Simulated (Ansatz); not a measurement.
**FH₃NOSi radical: one molecule under many settings**

How do the results and run time of FH₃NOSi radical respond when the settings are drawn wide?

Method: the settings change from run to run; program: Ansatz 0.2.0, Gaussian basis.

## 1. The relaxed structure

An earlier PBE0-D4 in a triple-zeta def2 set relaxation fixed the geometry.

SMILES `[NH][SiH](O)F`, 7 atoms, charge 0, spin multiplicity 2.

Atoms are counted from 1 here; the program's logs count them from 0.

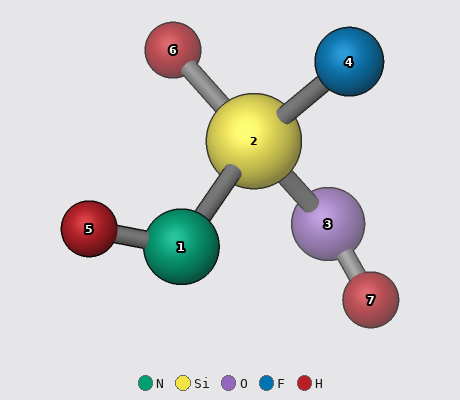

The geometry (nitrogen teal, silicon yellow, oxygen purple, fluorine blue, hydrogen red); atoms are numbered from 1 in the order of the file.

## 2. CAM-B3LYP/x2c-TZVPPall

Set apart from the defaults: density fitting with cc-pVTZ-jkfit, D4 dispersion.

File in.yaml:

```yaml
crystal:
  periodic: [false, false, false]
  atoms:
    - {symbol: N, position_ang: [-0.666588, 0.653637, -1.073016]}
    - {symbol: Si, position_ang: [-0.101325, -0.148845, 0.365127]}
    - {symbol: O, position_ang: [1.496118, -0.389935, 0.204503]}
    - {symbol: F, position_ang: [-0.909081, -1.519877, 0.401462]}
    - {symbol: H, position_ang: [-1.287492, 1.452870, -0.944799]}
    - {symbol: H, position_ang: [-0.297269, 0.522275, 1.662403]}
    - {symbol: H, position_ang: [1.826937, -0.638025, -0.661381]}
basis:
  gaussian: {orbitals: x2c-TZVPPall, fitting: {mean_field: cc-pVTZ-jkfit}}
magnetization: {spin_polarized: true, initial_magnetization: 1}
hamiltonian: {xc: {name: CAM-B3LYP}, dispersion: d4}
```

Started as:

```console
$ ansatz run in.yaml --threads 2 --pin off --events-out ev --progress --plain --max-ram 32768MiB --backend cpu
```

Output:

```text
Functional definition: CAM-B3LYP
  name "CAM-B3LYP"
  cite "Yanai, Tew & Handy, Chem. Phys. Lett. 393, 51 (2004) doi:10.1016/j.cplett.2004.06.011"
  cite "Iikura, Tsuneda, Yanai & Hirao, J. Chem. Phys. 115, 3540 (2001) doi:10.1063/1.1383587"
  cite "Becke, Phys. Rev. A 38, 3098 (1988) doi:10.1103/PhysRevA.38.3098"
  cite "Lee, Yang & Parr, Phys. Rev. B 37, 785 (1988) doi:10.1103/PhysRevB.37.785"
  cite "Vosko, Wilk & Nusair, Can. J. Phys. 58, 1200 (1980) doi:10.1139/p80-159"
  parameter alpha = 0.19
  parameter beta = 0.46
  parameter omega = 0.33/bohr
  parameter ac = 0.81
  # Exact exchange under (alpha + beta erf(omega r))/r, Becke's under what is left of 1/r.
  exchange = (1 - alpha - beta)*b88_x + beta*b88_x_sr(omega) + alpha*exact_x + beta*exact_x_lr(omega)
  correlation = (1 - ac)*vwn5_c + ac*lyp_c
448 factors; integrals over basis functions are off by at most 9.9e-1 eV
448 factors; integrals over basis functions are off by at most 8.2e-7 eV
mean field evaluation 1: about -14198.6504 eV, gradient 4.5e1 eV
mean field evaluation 2: about -14195.7378 eV, gradient 5.5e1 eV
mean field evaluation 4: about -14205.0704 eV, gradient 2.1e0 eV
mean field evaluation 8: about -14205.0894 eV, gradient 1.1e-1 eV
mean field evaluation 16: about -14205.0904 eV, gradient 1.1e-3 eV
mean field -14205.09042952 eV, -522.0274447288 hartree, gradient 5.9e-5 eV, S^2 0.753206; 2 other end points of the search recorded, 0 dependent functions left out
reference -14205.09053190 eV, -522.0274484912 hartree; 21, 20 occupied and 156, 157 virtual orbitals, 448 factors
Total energy: -14205.18775230 eV, -522.0310212749 hartree
Relativity: scalar
```

It took 9 s on 2 threads, shared host; peak memory 0.42 GiB.

⟨S²⟩ 0.753.

## 3. B3LYP5/6-31G

Set apart from the defaults: charge +1, multiplicity 1, relativity set to scalar, high accuracy.

in.yaml: that of step 2 with these lines changed.

```diff
@@ -11,4 +11,5 @@
 basis:
-  gaussian: {orbitals: x2c-TZVPPall, fitting: {mean_field: cc-pVTZ-jkfit}}
-magnetization: {spin_polarized: true, initial_magnetization: 1}
-hamiltonian: {xc: {name: CAM-B3LYP}, dispersion: d4}
+  gaussian: {orbitals: 6-31G}
+total_charge: 1
+hamiltonian: {xc: {name: B3LYP5}, pseudopotentials: {relativity: scalar}}
+accuracy: high
```

Same command.

Output, shortened:

```text
Functional definition: B3LYP5
  name "B3LYP5"
  cite "Stephens, Devlin, Chabalowski & Frisch, J. Phys. Chem. 98, 11623 (1994) doi:10.1021/j100096a001"
  cite "Becke, Phys. Rev. A 38, 3098 (1988) doi:10.1103/PhysRevA.38.3098"
  cite "Lee, Yang & Parr, Phys. Rev. B 37, 785 (1988) doi:10.1103/PhysRevB.37.785"
  cite "Vosko, Wilk & Nusair, Can. J. Phys. 58, 1200 (1980) doi:10.1139/p80-159"
[...]
1089 factors; integrals over basis functions are off by at most 4.7e-9 eV
[...]
mean field -14180.69335362 eV, -521.1308687264 hartree, gradient 1.1e-8 eV, S^2 0.000000; 2 other end points of the search recorded, 0 dependent functions left out
reference -14180.69338876 eV, -521.1308700176 hartree; 20, 20 occupied and 26, 26 virtual orbitals, 1089 factors
Total energy: -14180.69338876 eV, -521.1308700176 hartree
Relativity: scalar
```

Wall time 4 s (2 threads, shared host).

## 4. BHLYP/6-31G

Set apart from the defaults: charge +1, multiplicity 1.

in.yaml: that of step 3 with these lines changed.

```diff
@@ -13,3 +13,3 @@
 total_charge: 1
-hamiltonian: {xc: {name: B3LYP5}, pseudopotentials: {relativity: scalar}}
-accuracy: high
+hamiltonian: {xc: {name: BHLYP}}
+output: {forces: true}
```

Launched as before.

Output, shortened:

```text
Functional definition: BHLYP
  name "BHLYP"
  cite "Becke, J. Chem. Phys. 98, 1372 (1993) doi:10.1063/1.464304"
  cite "Becke, Phys. Rev. A 38, 3098 (1988) doi:10.1103/PhysRevA.38.3098"
  cite "Lee, Yang & Parr, Phys. Rev. B 37, 785 (1988) doi:10.1103/PhysRevB.37.785"
[...]
518 factors; integrals over basis functions are off by at most 2.7e-4 eV
[...]
mean field -14161.92420535 eV, -520.4411152496 hartree, gradient 2.2e-5 eV, S^2 0.000000; 2 other end points of the search recorded, 0 dependent functions left out
[...]
reference -14161.92434095 eV, -520.4411202329 hartree; 20, 20 occupied and 26, 26 virtual orbitals, 518 factors
Total energy: -14161.92434095 eV, -520.4411202329 hartree
Atom 0 at    -0.666588     0.653637    -1.073016 Å, force    -0.786497     1.233537    -2.523148 eV/Å
Atom 1 at    -0.101325    -0.148845     0.365127 Å, force     0.910715    -0.480085     6.202676 eV/Å
Atom 2 at     1.496118    -0.389935     0.204503 Å, force     0.830568     0.559693    -1.714625 eV/Å
Atom 3 at    -0.909081    -1.519877     0.401462 Å, force    -1.649906    -1.936807    -0.734502 eV/Å
Atom 4 at    -1.287492     1.452870    -0.944799 Å, force    -0.502527     0.752899    -0.674028 eV/Å
Atom 5 at    -0.297269     0.522275     1.662403 Å, force    -0.202905     0.383446    -0.417994 eV/Å
Atom 6 at     1.826937    -0.638025    -0.661381 Å, force     1.400552    -0.512684    -0.138378 eV/Å
Dipole moment:    -0.350866     1.096716    -0.569923 e Å
```

Wall time 2.3 s (2 threads, shared host).

Largest force 6.288 eV/Å.

## 5. wB97X-V/cc-pVTZ

Set apart from the defaults: restricted open-shell orbitals, atoms shaken by 0.03 Å.

File in.yaml:

```yaml
crystal:
  periodic: [false, false, false]
  atoms:
    - {symbol: N, position_ang: [-0.690505, 0.647647, -1.093624]}
    - {symbol: Si, position_ang: [-0.086428, -0.098641, 0.349421]}
    - {symbol: O, position_ang: [1.519312, -0.407393, 0.202712]}
    - {symbol: F, position_ang: [-0.906129, -1.480938, 0.367495]}
    - {symbol: H, position_ang: [-1.264493, 1.456779, -0.950253]}
    - {symbol: H, position_ang: [-0.305792, 0.532408, 1.671266]}
    - {symbol: H, position_ang: [1.865725, -0.647816, -0.722137]}
basis:
  gaussian: {orbitals: cc-pVTZ}
magnetization: {spin_polarized: false, initial_magnetization: 1}
hamiltonian: {xc: {name: wB97X-V}}
output: {forces: true}
```

Same command.

Output, shortened:

```text
Functional definition: wB97X-V
  name "wB97X-V"
  cite "Mardirossian & Head-Gordon, Phys. Chem. Chem. Phys. 16, 9904 (2014) doi:10.1039/C3CP54374A"
  cite "Becke, J. Chem. Phys. 107, 8554 (1997) doi:10.1063/1.475007"
  cite "Vydrov & Van Voorhis, J. Chem. Phys. 133, 244103 (2010) doi:10.1063/1.3521275"
[...]
      + integral(e_c_pw_opposite_spin*poly(b97_u_opposite, cos0, cos1)) + vv10(b, c)
952 factors; their error is unknown
196 factors; integrals over basis functions are off by at most 1.1e-5 eV
[...]
mean field -14181.34332388 eV, -521.1547546929 hartree, gradient 6.4e-5 eV, S^2 0.750000; 2 other end points of the search recorded, 0 dependent functions left out
[...]
reference -14181.34332230 eV, -521.1547546348 hartree; 21, 20 occupied and 145, 146 virtual orbitals, 952 factors
Total energy: -14181.34332230 eV, -521.1547546348 hartree
Atom 0 at    -0.690505     0.647647    -1.093624 Å, force     0.459545    -0.240396    -0.313690 eV/Å
Atom 1 at    -0.086428    -0.098641     0.349421 Å, force     0.272265    -0.760105     0.300637 eV/Å
Atom 2 at     1.519312    -0.407393     0.202712 Å, force     0.709335    -0.316295    -2.185385 eV/Å
Atom 3 at    -0.906129    -1.480938     0.367495 Å, force    -0.059275    -0.048247     0.100605 eV/Å
Atom 4 at    -1.264493     1.456779    -0.950253 Å, force    -0.523045     0.702625     0.005022 eV/Å
Atom 5 at    -0.305792     0.532408     1.671266 Å, force     0.087488     0.080610    -0.167512 eV/Å
Atom 6 at     1.865725    -0.647816    -0.722137 Å, force    -0.946313     0.581807     2.260321 eV/Å
Dipole moment:     0.028476     0.375519    -0.100860 e Å
```

It took 22 s on 2 threads, shared host; peak memory 0.59 GiB.

Largest force 2.519 eV/Å, dipole 1.87 D.

## 6. r2SCANh/x2c-TZVPPall

This run has charge -1, multiplicity 1, finite nuclei, D3(BJ) with three-body dispersion, high accuracy.

File in.yaml:

```yaml
crystal:
  periodic: [false, false, false]
  atoms:
    - {symbol: N, position_ang: [-0.666588, 0.653637, -1.073016]}
    - {symbol: Si, position_ang: [-0.101325, -0.148845, 0.365127]}
    - {symbol: O, position_ang: [1.496118, -0.389935, 0.204503]}
    - {symbol: F, position_ang: [-0.909081, -1.519877, 0.401462]}
    - {symbol: H, position_ang: [-1.287492, 1.452870, -0.944799]}
    - {symbol: H, position_ang: [-0.297269, 0.522275, 1.662403]}
    - {symbol: H, position_ang: [1.826937, -0.638025, -0.661381]}
basis:
  gaussian: {orbitals: x2c-TZVPPall, nuclear_model: gaussian}
total_charge: -1
hamiltonian: {xc: {name: r2SCANh}, dispersion: d3bjatm}
accuracy: high
```

Same command.

Output, shortened:

```text
Functional definition: r2SCANh
  name "r2SCANh"
  cite "Bursch, Neugebauer, Ehlert & Grimme, J. Chem. Phys. 156, 134105 (2022) doi:10.1063/5.0086040"
  cite "Furness, Kaplan, Ning, Perdew & Sun, J. Phys. Chem. Lett. 11, 8208 (2020) doi:10.1021/acs.jpclett.0c02405"
  cite "Furness, Kaplan, Ning, Perdew & Sun, J. Phys. Chem. Lett. 11, 9248 (2020) doi:10.1021/acs.jpclett.0c03077"
  parent r2scan
[...]
3029 factors; integrals over basis functions are off by at most 5.5e-9 eV
[...]
mean field -14204.12980167 eV, -521.9921423062 hartree, gradient 7.3e-8 eV, S^2 0.000000; 0 other end points of the search recorded, 0 dependent functions left out
reference -14204.12980242 eV, -521.9921423338 hartree; 21, 21 occupied and 156, 156 virtual orbitals, 3029 factors
Total energy: -14204.16022297 eV, -521.9932602684 hartree
Relativity: scalar
```

Run time: 17 s. Hardware: 2 threads, shared host; peak memory 0.89 GiB.

## 7. HSE06/def2-SVPD

Options: atoms shaken by 0.08 Å, a grid of angular degree 47.

File in.yaml:

```yaml
crystal:
  periodic: [false, false, false]
  atoms:
    - {symbol: N, position_ang: [-0.705792, 0.546535, -1.020962]}
    - {symbol: Si, position_ang: [0.006053, -0.250455, 0.359216]}
    - {symbol: O, position_ang: [1.564583, -0.371321, 0.191962]}
    - {symbol: F, position_ang: [-0.896363, -1.398656, 0.417095]}
    - {symbol: H, position_ang: [-1.338004, 1.374149, -0.938318]}
    - {symbol: H, position_ang: [-0.407180, 0.600276, 1.510726]}
    - {symbol: H, position_ang: [1.807490, -0.553289, -0.684622]}
basis:
  gaussian: {orbitals: def2-SVPD, final_grid: {core_spheres: 20, valence_spheres: 16, degree: 47}}
magnetization: {spin_polarized: true, initial_magnetization: 1}
hamiltonian: {xc: {name: HSE06}}
```

Same command.

Output, shortened:

```text
Functional definition: HSE06
  name "HSE06"
  cite "Heyd, Scuseria & Ernzerhof, J. Chem. Phys. 118, 8207 (2003) doi:10.1063/1.1564060"
  cite "Krukau, Vydrov, Izmaylov & Scuseria, J. Chem. Phys. 125, 224106 (2006) doi:10.1063/1.2404663"
  cite "Heyd & Scuseria, J. Chem. Phys. 120, 7274 (2004) doi:10.1063/1.1668634"
  cite "Ernzerhof & Perdew, J. Chem. Phys. 109, 3313 (1998) doi:10.1063/1.476928"
  cite "Perdew, Burke & Ernzerhof, Phys. Rev. Lett. 77, 3865 (1996) doi:10.1103/PhysRevLett.77.3865"
  parent pbe
[...]
  # The whole range is PBE's own exchange, as in plane waves. The composition of these papers is wPBEh.
[...]
982 factors; their error is unknown
126 factors; integrals over basis functions are off by at most 5.2e-7 eV
[...]
mean field -14163.67957242 eV, -520.5056237994 hartree, gradient 2.9e-5 eV, S^2 0.753751; 2 other end points of the search recorded, 0 dependent functions left out
reference -14163.67961715 eV, -520.5056254436 hartree; 21, 20 occupied and 93, 94 virtual orbitals, 982 factors
Total energy: -14163.67961715 eV, -520.5056254436 hartree
```

It took 10 s on 2 threads, shared host.

⟨S²⟩ 0.754.

## 8. revPBE/6-31G*

Set apart from the defaults: a grid of angular degree 23.

File in.yaml:

```yaml
crystal:
  periodic: [false, false, false]
  atoms:
    - {symbol: N, position_ang: [-0.666588, 0.653637, -1.073016]}
    - {symbol: Si, position_ang: [-0.101325, -0.148845, 0.365127]}
    - {symbol: O, position_ang: [1.496118, -0.389935, 0.204503]}
    - {symbol: F, position_ang: [-0.909081, -1.519877, 0.401462]}
    - {symbol: H, position_ang: [-1.287492, 1.452870, -0.944799]}
    - {symbol: H, position_ang: [-0.297269, 0.522275, 1.662403]}
    - {symbol: H, position_ang: [1.826937, -0.638025, -0.661381]}
basis:
  gaussian: {orbitals: "6-31G*", final_grid: {core_spheres: 8, valence_spheres: 7, degree: 23}}
magnetization: {spin_polarized: true, initial_magnetization: 1}
hamiltonian: {xc: {name: revPBE}}
output: {forces: true}
```

Launched as before.

Output, shortened:

```text
Functional definition: revPBE
  name "revPBE"
  cite "Zhang & Yang, Phys. Rev. Lett. 80, 890 (1998) doi:10.1103/PhysRevLett.80.890"
  cite "Perdew, Burke & Ernzerhof, Phys. Rev. Lett. 77, 3865 (1996) doi:10.1103/PhysRevLett.77.3865"
[...]
781 factors; their error is unknown
[...]
mean field -14177.04952575 eV, -520.9969605218 hartree, gradient 4.4e-5 eV, S^2 0.752567; 3 other end points of the search recorded, 0 dependent functions left out
[...]
reference -14177.04956376 eV, -520.9969619188 hartree; 21, 20 occupied and 49, 50 virtual orbitals, 781 factors
Total energy: -14177.04956376 eV, -520.9969619188 hartree
Atom 0 at    -0.666588     0.653637    -1.073016 Å, force     0.181767    -0.133204    -0.696473 eV/Å
Atom 1 at    -0.101325    -0.148845     0.365127 Å, force    -0.499880     0.781326     0.284299 eV/Å
Atom 2 at     1.496118    -0.389935     0.204503 Å, force     1.094714     0.097700     0.697787 eV/Å
Atom 3 at    -0.909081    -1.519877     0.401462 Å, force    -0.685195    -1.165108     0.049165 eV/Å
Atom 4 at    -1.287492     1.452870    -0.944799 Å, force    -0.340857     0.460854     0.088385 eV/Å
Atom 5 at    -0.297269     0.522275     1.662403 Å, force     0.036065     0.164981     0.346360 eV/Å
Atom 6 at     1.826937    -0.638025    -0.661381 Å, force     0.213386    -0.206549    -0.769523 eV/Å
Dipole moment:     0.009182     0.265195    -0.088859 e Å
```

It took 3.6 s on 2 threads, shared host.

Largest force 1.353 eV/Å, dipole 1.34 D, ⟨S²⟩ 0.753.

## 9. CAM-B3LYP/def2-TZVPP

Set apart from the defaults: D3(BJ) with three-body dispersion.

in.yaml: that of step 8 with these lines changed.

```diff
@@ -11,5 +11,5 @@
 basis:
-  gaussian: {orbitals: "6-31G*", final_grid: {core_spheres: 8, valence_spheres: 7, degree: 23}}
+  gaussian: {orbitals: def2-TZVPP}
 magnetization: {spin_polarized: true, initial_magnetization: 1}
-hamiltonian: {xc: {name: revPBE}}
+hamiltonian: {xc: {name: CAM-B3LYP}, dispersion: d3bjatm}
 output: {forces: true}
```

Launched as before.

Output, shortened:

```text
Functional definition: CAM-B3LYP
  name "CAM-B3LYP"
  cite "Yanai, Tew & Handy, Chem. Phys. Lett. 393, 51 (2004) doi:10.1016/j.cplett.2004.06.011"
  cite "Iikura, Tsuneda, Yanai & Hirao, J. Chem. Phys. 115, 3540 (2001) doi:10.1063/1.1383587"
  cite "Becke, Phys. Rev. A 38, 3098 (1988) doi:10.1103/PhysRevA.38.3098"
  cite "Lee, Yang & Parr, Phys. Rev. B 37, 785 (1988) doi:10.1103/PhysRevB.37.785"
  cite "Vosko, Wilk & Nusair, Can. J. Phys. 58, 1200 (1980) doi:10.1139/p80-159"
[...]
  # Exact exchange under (alpha + beta erf(omega r))/r, Becke's under what is left of 1/r.
[...]
930 factors; their error is unknown
222 factors; integrals over basis functions are off by at most 7.9e-6 eV
[...]
mean field -14183.87163398 eV, -521.2476683754 hartree, gradient 5.8e-5 eV, S^2 0.753214; 2 other end points of the search recorded, 0 dependent functions left out
[...]
reference -14183.87173925 eV, -521.2476722438 hartree; 21, 20 occupied and 156, 157 virtual orbitals, 930 factors
Total energy: -14183.95751672 eV, -521.2508245076 hartree
Atom 0 at    -0.666588     0.653637    -1.073016 Å, force    -0.027047     0.034684     0.141770 eV/Å
Atom 1 at    -0.101325    -0.148845     0.365127 Å, force     0.045838     0.045955     0.086006 eV/Å
Atom 2 at     1.496118    -0.389935     0.204503 Å, force    -0.121310    -0.014480    -0.071083 eV/Å
Atom 3 at    -0.909081    -1.519877     0.401462 Å, force     0.024415     0.038826     0.001167 eV/Å
Atom 4 at    -1.287492     1.452870    -0.944799 Å, force     0.031705    -0.047084    -0.050769 eV/Å
Atom 5 at    -0.297269     0.522275     1.662403 Å, force     0.004500    -0.064630    -0.151337 eV/Å
Atom 6 at     1.826937    -0.638025    -0.661381 Å, force     0.041900     0.006729     0.044247 eV/Å
Dipole moment:    -0.007389     0.318320    -0.079128 e Å
```

Wall time 18 s (2 threads, shared host); peak memory 0.52 GiB.

Largest force 0.165 eV/Å, dipole 1.58 D, ⟨S²⟩ 0.753.

## 10. wB97/cc-pVTZ-DK

This run has restricted open-shell orbitals, coordinates scaled by 1.05, high accuracy.

File in.yaml:

```yaml
crystal:
  periodic: [false, false, false]
  atoms:
    - {symbol: N, position_ang: [-0.699917, 0.686319, -1.126667]}
    - {symbol: Si, position_ang: [-0.106391, -0.156287, 0.383383]}
    - {symbol: O, position_ang: [1.570924, -0.409432, 0.214728]}
    - {symbol: F, position_ang: [-0.954535, -1.595871, 0.421535]}
    - {symbol: H, position_ang: [-1.351867, 1.525513, -0.992039]}
    - {symbol: H, position_ang: [-0.312132, 0.548389, 1.745523]}
    - {symbol: H, position_ang: [1.918283, -0.669926, -0.694450]}
basis:
  gaussian: {orbitals: cc-pVTZ-DK}
magnetization: {spin_polarized: false, initial_magnetization: 1}
hamiltonian: {xc: {name: wB97}}
accuracy: high
```

Same command.

Output, shortened:

```text
Functional definition: wB97
  name "wB97"
  cite "Chai & Head-Gordon, J. Chem. Phys. 128, 084106 (2008) doi:10.1063/1.2834918"
  cite "Becke, J. Chem. Phys. 107, 8554 (1997) doi:10.1063/1.475007"
[...]
  # The coefficients of nought are those of the uniform gas.
[...]
      + integral(e_c_pw_opposite_spin*poly(b97_u_opposite, 1, cos1, cos2, cos3, cos4))
2879 factors; integrals over basis functions are off by at most 5.1e-9 eV
569 factors; integrals over basis functions are off by at most 1.6e-9 eV
[...]
mean field -14204.46765494 eV, -522.0045581850 hartree, gradient 1.7e-8 eV, S^2 0.750000; 2 other end points of the search recorded, 0 dependent functions left out
reference -14204.46765398 eV, -522.0045581498 hartree; 21, 20 occupied and 145, 146 virtual orbitals, 2879 factors
Total energy: -14204.46765398 eV, -522.0045581498 hartree
Relativity: scalar
```

Run time: 52 s. Hardware: 2 threads, shared host; peak memory 1.2 GiB.

## 11. All runs side by side

```tsv
level	charge	multiplicity	geometry	functions	energy (eV)	time
CAM-B3LYP/x2c-TZVPPall	0	2	relaxed	177	-14205.188	9 s
B3LYP5/6-31G	1	1	relaxed	46	-14180.693	4 s
BHLYP/6-31G	1	1	relaxed	46	-14161.924	2.3 s
wB97X-V/cc-pVTZ	0	2	shaken	166	-14181.343	22 s
r2SCANh/x2c-TZVPPall	-1	1	relaxed	177	-14204.160	17 s
HSE06/def2-SVPD	0	2	shaken	114	-14163.680	10 s
revPBE/6-31G*	0	2	relaxed	70	-14177.050	3.6 s
CAM-B3LYP/def2-TZVPP	0	2	relaxed	177	-14183.958	18 s
wB97/cc-pVTZ-DK	0	2	scaled	166	-14204.468	52 s
```

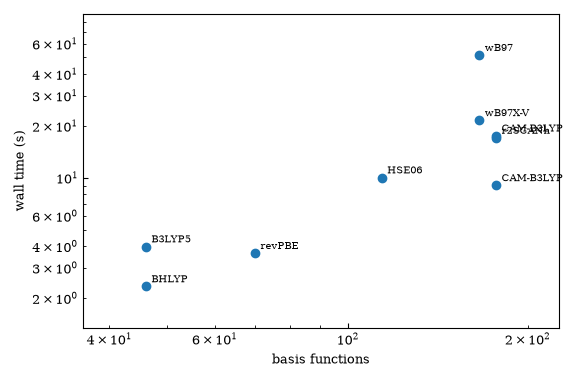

Wall time against the number of basis functions (shared host).

## 12. Outcome

| quantity | value |
| --- | --- |
| runs | 9 |
| quickest | BHLYP/6-31G, 2.3 s |
| slowest | wB97/cc-pVTZ-DK, 52 s |
| spread of total energies, same state and geometry | 28.1 eV |
| dipole, same state and geometry | 1.34 to 1.58 D |

In words: Run time spans a factor of 22, from BHLYP/6-31G to wB97/cc-pVTZ-DK. The jobs differ in tasks and options as well as level. The totals spread over 28 eV; they can't be compared across methods or bases. Some of these runs are scalar-relativistic and others not, which shifts the totals of all-electron atoms past neon by eV; core potentials, where a basis has them, take the core out of the total altogether. At the PBE0-D4/def2-TZVP geometry and in the same state, runs without warnings or point charges leave forces up to 1.35 eV/Å (revPBE/6-31G*), against 2.5 eV/Å where the atoms were moved.
